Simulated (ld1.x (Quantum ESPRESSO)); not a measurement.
# A PAW potential for hafnium, from input to tests, part 2 of 2

Aim: build the potential from the settings below, then test how well it stands in for the atom: other configurations, scattering, ghost states and the plane-wave cutoff that it needs.

ld1.x (Quantum ESPRESSO) 7.5; PBEsol, scalar-relativistic. Step numbers count through all parts.

## Step 3: Testing the new file in other configurations

File Hf.test.in:

```
 &input
   title='Hf', zed=72., rel=1, dft='PBESOL', iswitch=2,
   config='[Xe] 4f14 5d1 6s0 6p0'
 /
 &test
   file_pseudo='Hf.UPF', nconf=8,
   configts(1)='4f14 5d1 6s0 6p0',
   configts(2)='4f14 5d2 6s2 6p0',
   configts(3)='4f14 5d2 6s1 6p0',
   configts(4)='4f14 5d2 6s0 6p0',
   configts(5)='4f13 5d3 6s1 6p0',
   configts(6)='4f14 5d3 6s1 6p0',
   configts(7)='4f14 5d2 6s0 6p2',
   configts(8)='4f14 5d1 6s2 6p1'
 /
```

Command:

```console
$ ld1.x < Hf.test.in > Hf.test.out
```

Hf.test.out, the pseudopotential blocks, each with the warnings that came before it:

```text
     ---------------------- Testing the pseudopotential ----------------------

     Hf
     scalar relativistic calculation

     atomic number is 72.00   valence charge is 18.00
     dft =SLA  PW   PSX  PSC   lsd =0 sic =0 latt =0  beta=0.20 tr2=1.0E-14
     mesh =1271 r(mesh) =  99.31870 xmin = -7.00 dx = 0.01250

     n l     nl             e AE (Ry)        e PS (Ry)    De AE-PS (Ry)
     4 3     4F   1(14.00)       -3.24803       -3.24804        0.00001
     3 2     5D   1( 1.00)       -1.99168       -1.99168        0.00001
     1 0     6S   1( 0.00)       -1.89303       -1.89303        0.00000
     2 1     6P   1( 0.00)       -1.40130       -1.40130        0.00000

     eps = 9.5E-16  iter =  4

     Etot =  -30144.097638 Ry,  -15072.048819 Ha, -410131.341933 eV
     Etotps =  -871.220118 Ry,    -435.610059 Ha,  -11853.553561 eV

     Ekin =     891.782029 Ry,     445.891015 Ha,   12133.312622 eV
     Encl =   -1446.493842 Ry,    -723.246921 Ha,  -19680.551312 eV
     Ehrt =     288.136017 Ry,     144.068008 Ha,    3920.290219 eV
     Ecxc =    -604.644322 Ry,    -302.322161 Ha,   -8226.605089 eV
     (Ecc =     -90.405065 Ry,     -45.202533 Ha,   -1230.023576 eV)

     ---------------------- End of pseudopotential test ----------------------

     ---------------------- Testing the pseudopotential ----------------------

     Hf
     [...]
     n l     nl             e AE (Ry)        e PS (Ry)    De AE-PS (Ry)
     4 3     4F   1(14.00)       -1.23918       -1.19906       -0.04012  !
     3 2     5D   1( 2.00)       -0.19948       -0.19215       -0.00733  !
     1 0     6S   1( 2.00)       -0.37710       -0.37781        0.00071
     2 1     6P   1( 0.00)       -0.10069       -0.10373        0.00303

     eps = 4.5E-15  iter = 17

     Etot =  -30147.327533 Ry,  -15073.663767 Ha, -410175.286894 eV
     Etotps =  -874.436886 Ry,    -437.218443 Ha,  -11897.319926 eV
     dEtot_ae =      -3.229895 Ry
     dEtot_ps =      -3.216768 Ry,   Delta E=      -0.013127 Ry

     [...]
     ---------------------- End of pseudopotential test ----------------------

     ---------------------- Testing the pseudopotential ----------------------

     Hf
     [...]
     n l     nl             e AE (Ry)        e PS (Ry)    De AE-PS (Ry)
     4 3     4F   1(14.00)       -1.75026       -1.70443       -0.04584  !
     3 2     5D   1( 2.00)       -0.67976       -0.66764       -0.01212  !
     1 0     6S   1( 1.00)       -0.80898       -0.80660       -0.00238
     2 1     6P   1( 0.00)       -0.46543       -0.46691        0.00148

     eps = 3.5E-15  iter = 15

     Etot =  -30146.738930 Ry,  -15073.369465 Ha, -410167.278537 eV
     Etotps =  -873.848863 Ry,    -436.924432 Ha,  -11889.319469 eV
     dEtot_ae =      -2.641292 Ry
     dEtot_ps =      -2.628746 Ry,   Delta E=      -0.012546 Ry

     [...]
     ---------------------- End of pseudopotential test ----------------------

     ---------------------- Testing the pseudopotential ----------------------

     Hf
     [...]
     n l     nl             e AE (Ry)        e PS (Ry)    De AE-PS (Ry)
     4 3     4F   1(14.00)       -2.34716       -2.30207       -0.04509  !
     3 2     5D   1( 2.00)       -1.22693       -1.21201       -0.01492  !
     1 0     6S   1( 0.00)       -1.27842       -1.27280       -0.00562  !
     2 1     6P   1( 0.00)       -0.87096       -0.86917       -0.00180

     eps = 3.0E-15  iter =  9

     Etot =  -30145.698005 Ry,  -15072.849003 Ha, -410153.116035 eV
     Etotps =  -872.811621 Ry,    -436.405810 Ha,  -11875.207068 eV
     dEtot_ae =      -1.600367 Ry
     dEtot_ps =      -1.591503 Ry,   Delta E=      -0.008864 Ry

     [...]
     ---------------------- End of pseudopotential test ----------------------

     Warning: n=2, l=1 expected 0 nodes, found 1
     Warning: n=4, l=3 expected 0 nodes, found 1
     ---------------------- Testing the pseudopotential ----------------------

     Hf
     [...]
     n l     nl             e AE (Ry)        e PS (Ry)    De AE-PS (Ry)
     4 3     4F   1(13.00)       -2.33886       -2.41598        0.07711  !
     3 2     5D   1( 3.00)       -0.77934       -0.78471        0.00537  !
     1 0     6S   1( 1.00)       -0.84424       -0.84252       -0.00171
     2 1     6P   1( 0.00)       -0.48039       -0.48039        0.00000

     eps = 6.2E-15  iter = 18

     Etot =  -30145.423846 Ry,  -15072.711923 Ha, -410149.385910 eV
     Etotps =  -872.520585 Ry,    -436.260293 Ha,  -11871.247324 eV
     dEtot_ae =      -1.326208 Ry
     dEtot_ps =      -1.300468 Ry,   Delta E=      -0.025740 Ry

     [...]
     ---------------------- End of pseudopotential test ----------------------

     ---------------------- Testing the pseudopotential ----------------------

     Hf
     [...]
     n l     nl             e AE (Ry)        e PS (Ry)    De AE-PS (Ry)
     4 3     4F   1(14.00)       -1.13777       -1.09161       -0.04615  !
     3 2     5D   1( 3.00)       -0.14697       -0.14286       -0.00411
     1 0     6S   1( 1.00)       -0.34951       -0.35300        0.00349
     2 1     6P   1( 0.00)       -0.09180       -0.09702        0.00522  !

     eps = 6.8E-15  iter = 17

     Etot =  -30147.136839 Ry,  -15073.568420 Ha, -410172.692374 eV
     Etotps =  -874.238004 Ry,    -437.119002 Ha,  -11894.613993 eV
     dEtot_ae =      -3.039201 Ry
     dEtot_ps =      -3.017886 Ry,   Delta E=      -0.021315 Ry

     [...]
     ---------------------- End of pseudopotential test ----------------------

     ---------------------- Testing the pseudopotential ----------------------

     Hf
     [...]
     n l     nl             e AE (Ry)        e PS (Ry)    De AE-PS (Ry)
     4 3     4F   1(14.00)       -1.44896       -1.41411       -0.03485  !
     3 2     5D   1( 2.00)       -0.36649       -0.35695       -0.00953  !
     1 0     6S   1( 0.00)       -0.49856       -0.49668       -0.00187
     2 1     6P   1( 2.00)       -0.19349       -0.19429        0.00080

     eps = 6.5E-15  iter = 18

     Etot =  -30146.745438 Ry,  -15073.372719 Ha, -410167.367092 eV
     Etotps =  -873.859821 Ry,    -436.929910 Ha,  -11889.468551 eV
     dEtot_ae =      -2.647800 Ry
     dEtot_ps =      -2.639703 Ry,   Delta E=      -0.008097 Ry

     [...]
     ---------------------- End of pseudopotential test ----------------------

     ---------------------- Testing the pseudopotential ----------------------

     Hf
     [...]
     n l     nl             e AE (Ry)        e PS (Ry)    De AE-PS (Ry)
     4 3     4F   1(14.00)       -1.49233       -1.47109       -0.02124  !
     3 2     5D   1( 1.00)       -0.36789       -0.36063       -0.00726  !
     1 0     6S   1( 2.00)       -0.48357       -0.48222       -0.00135
     2 1     6P   1( 1.00)       -0.16769       -0.16833        0.00064

     eps = 5.8E-15  iter = 16

     Etot =  -30147.179984 Ry,  -15073.589992 Ha, -410173.279391 eV
     Etotps =  -874.299252 Ry,    -437.149626 Ha,  -11895.447314 eV
     dEtot_ae =      -3.082346 Ry
     dEtot_ps =      -3.079134 Ry,   Delta E=      -0.003212 Ry

     [...]
     ---------------------- End of pseudopotential test ----------------------
```

The tests as a table, with energies relative to 4f14 5d1 6s0 6p0. A star marks tests that logged a warning.

```csv
valence configuration,charge,ΔE all-electron (eV),error AE − PS (meV)
4f14 5d2 6s2 6p0,0,-43.945,-179
4f14 5d2 6s1 6p0,+1,-35.937,-171
4f14 5d2 6s0 6p0,+2,-21.774,-121
4f13 5d3 6s1 6p0 *,+1,-18.044,-350
4f14 5d3 6s1 6p0,0,-41.350,-290
4f14 5d2 6s0 6p2,0,-36.025,-110
4f14 5d1 6s2 6p1,0,-41.937,-44
```

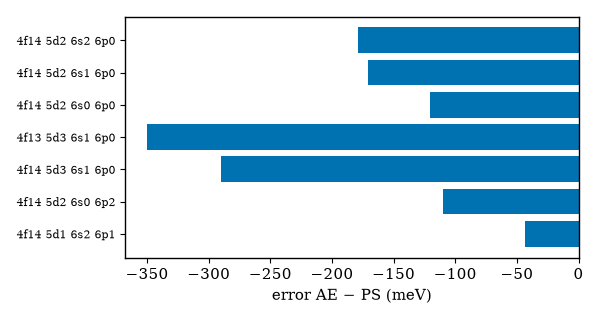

Error of the potential in each test configuration.

## Step 4: Scattering by logarithmic derivatives

Taken from the files of the generation run. The phase is arctan(r·u′/u) with u = r·R, unwrapped, with energies in Ry. A pole is an energy at which the radial function vanishes at the test radius. The pseudo phase is shifted by a multiple of π to meet the all-electron one at the reference energy. Levels narrower than the energy grid can be missing from the poles. The last column is the largest difference on the grid between −1 and +1 Ry.

```tsv
channel	radius (bohr)	reference (Ry)	poles AE	poles PS	window around the reference with phases within 0.05 rad (Ry)	largest difference near zero (rad)
s	3.55	-1.89	-1.30, 3.39	-1.30, 3.35	below 4.7	0.016
p	3.55	-1.40	-4.58, -0.32, 4.66	-0.32, 3.55	-4.5 to 1.4	0.010
d	3.55	-1.99	-1.87, 1.46	-1.87, 1.46	below 3.8	0.002
f	3.55	-3.25	-3.25, 0.48, 4.20	-3.25, 0.48, 4.21	the whole range	0.000
```

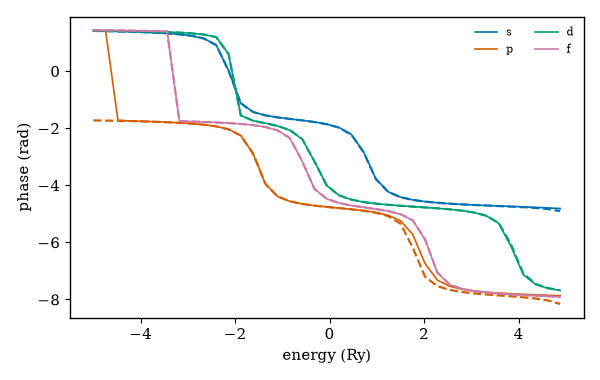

All-electron (solid) and pseudo (dashed) phases against energy.

## Step 5: Plane-wave convergence, by spherical Bessel functions

This step uses the generator's waves and projectors in a separate script. Basis: spherical Bessel functions vanishing at 20 bohr, q² up to the cutoff; potential fixed at the reference.

All-electron valence levels (Ry): 6s -1.8930, 6p -1.4013, 5d -1.9917, 4f -3.2480. The lowest levels of each channel (Ry) by cutoff; the last column sums, over occupied levels, occupation times the distance from the level at 400 Ry. A positive value at high cutoff is not a bound level.

```csv
cutoff (Ry),s #1,s #2,p #1,p #2,d #1,f #1,Σ f·Δε (mRy)
8,-9.0159,-1.8927,-1.4012,-0.6861,-1.7810,-0.6957,35943.9
15,-10.6710,-1.8930,-3.0645,-1.4013,-1.9595,-0.7131,35522.2
25,-10.7345,-1.8930,-5.0489,-1.4013,-1.9908,-0.7244,35332.7
40,-10.7448,-1.8930,-5.6104,-1.4013,-1.9916,-0.7403,35109.2
55,-10.7450,-1.8930,-5.6771,-1.4013,-1.9917,-0.7857,34473.2
90,-10.7452,-1.8930,-5.6852,-1.4013,-1.9917,-2.2298,14256.5
120,-10.7452,-1.8930,-5.6853,-1.4013,-1.9917,-3.0923,2180.6
180,-10.7452,-1.8930,-5.6853,-1.4013,-1.9917,-3.2444,51.8
260,-10.7452,-1.8930,-5.6853,-1.4013,-1.9917,-3.2475,7.4
400,-10.7452,-1.8930,-5.6853,-1.4013,-1.9917,-3.2481,0.0
```

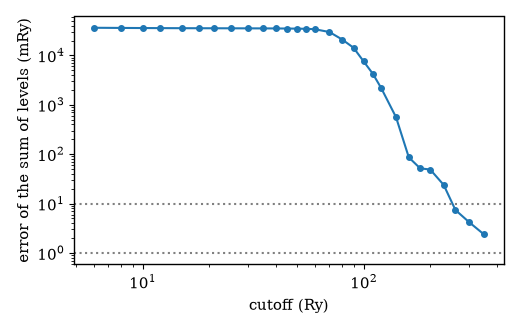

Occupation-weighted error of the valence levels against the cutoff; the dotted lines mark 10 and 1 mRy.

The sum stays within 10 mRy from 260 Ry and within 1 mRy only somewhere over 300 Ry. The sum leaves out empty levels, which can need more. Ghost test: ghost states, bound below the all-electron valence or empty levels of the same l: s at -146.2 eV, p at -77.4 eV.

## Step 6: What came out

What follows sums up all 2 parts.

| quantity | value |
| --- | --- |
| cutoffs for 10 and 1 mRy, occupied levels | 260 Ry and over 300 Ry |
| bound ghosts | s at -146.20 eV, p at -77.35 eV |
| largest test error (AE − PS) | -350 meV, for 4f13 5d3 6s1 6p0 (this test logged a warning) |
| largest phase difference near zero energy, channels read | 0.016 rad |
| lowest eigenvalue of the overlap (Bessel basis) | 0.174 (d) |
| density cutoff estimated by the generator | 1149 Ry |

It has a bound ghost (s, p), a state that the atom doesn't have, and that rules the file out. The worst unpolarised test, 4f13 5d3 6s1 6p0, is off by 350 meV on 18.0 eV; by total energies transferability rates as poor. It counts as very hard, with 260 Ry needed at the looser tolerance. The tighter tolerance needs over 300 Ry, and converged work needs a cutoff nearer that. The slowest occupied level is 4f: taken alone it needs 260 Ry to come within 1 mRy, against 25 Ry for 5d. Near zero energy the phases of the channels with partial waves agree within 0.016 rad.
